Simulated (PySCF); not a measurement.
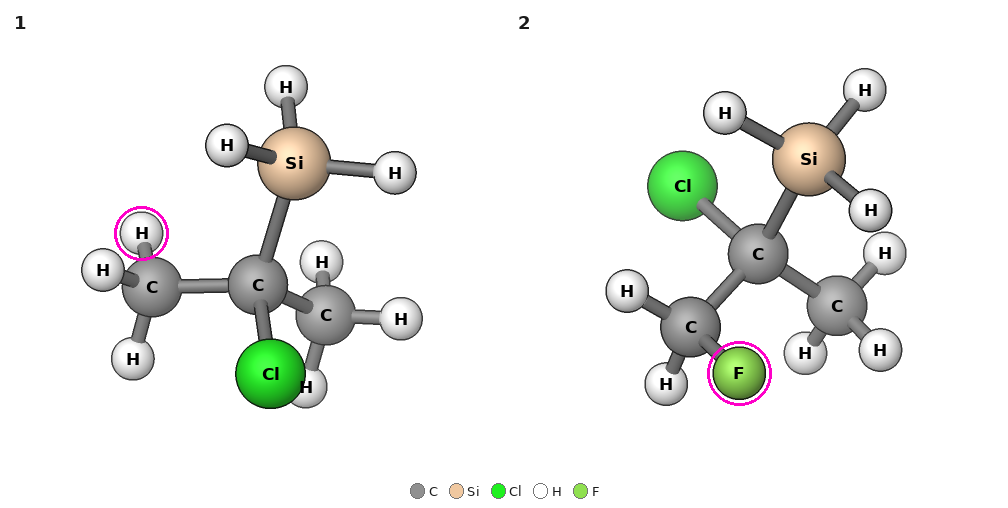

2 molecules with one skeleton, seen from the same side and at one scale; the atom that differs is circled. Charge 0, singlet. Computed geometries: GFN2-xTB optimisations, one conformation each. Properties computed with PySCF 2.14.0.

One atom differs, called X below: H in panel 1, F in panel 2. Their formulas are C3H9ClSi (`CC(C)([SiH3])Cl`), C3H8ClFSi (`C[C@@]([SiH3])(Cl)CF`).

> In which is the dipole moment larger (PBE0/pcSseg-1)?

In panel 1 (X = H).

> In which is the HOMO energy (Kohn–Sham orbital) higher (PBE0/pcSseg-1)?

In panel 1 (X = H).

Give the values. With GFN2-xTB: length of X–C (Å), mean angle X–C–H (°). With PBE0/pcSseg-1: dipole moment (D), HOMO energy (Kohn–Sham orbital) (eV), HOMO–LUMO gap (eV), Hirshfeld charge of X (e), GIAO shielding of the C bonded to X (ppm). With CAM-B3LYP/def2-SVPD: mean static polarisability (bohr³), lowest vertical singlet excitation (eV).

```json
{"quantity": "length of X–C (Å)", "1 (H)": "1.089", "2 (F)": "1.374", "2 − 1": "+0.285"}
{"quantity": "mean angle X–C–H (°)", "1 (H)": "108.5", "2 (F)": "106.8", "2 − 1": "−1.7"}
{"quantity": "dipole moment (D)", "1 (H)": "2.02", "2 (F)": "0.60", "2 − 1": "−1.42"}
{"quantity": "HOMO energy (Kohn–Sham orbital) (eV)", "1 (H)": "−7.90", "2 (F)": "−8.18", "2 − 1": "−0.28"}
{"quantity": "HOMO–LUMO gap (eV)", "1 (H)": "8.20", "2 (F)": "8.33", "2 − 1": "+0.13"}
{"quantity": "Hirshfeld charge of X (e)", "1 (H)": "0.05", "2 (F)": "−0.11", "2 − 1": "−0.16"}
{"quantity": "GIAO shielding of the C bonded to X (ppm)", "1 (H)": "153.5", "2 (F)": "93.8", "2 − 1": "−59.7"}
{"quantity": "mean static polarisability (bohr³)", "1 (H)": "78.1", "2 (F)": "78.0", "2 − 1": "−0.1"}
{"quantity": "lowest vertical singlet excitation (eV)", "1 (H)": "6.82", "2 (F)": "6.81", "2 − 1": "−0.01"}
```

The geometry is semi-empirical. Around Si such bond lengths and angles can be off by a tenth of an ångström or more and by several degrees, and values that hang on the shape move with them.
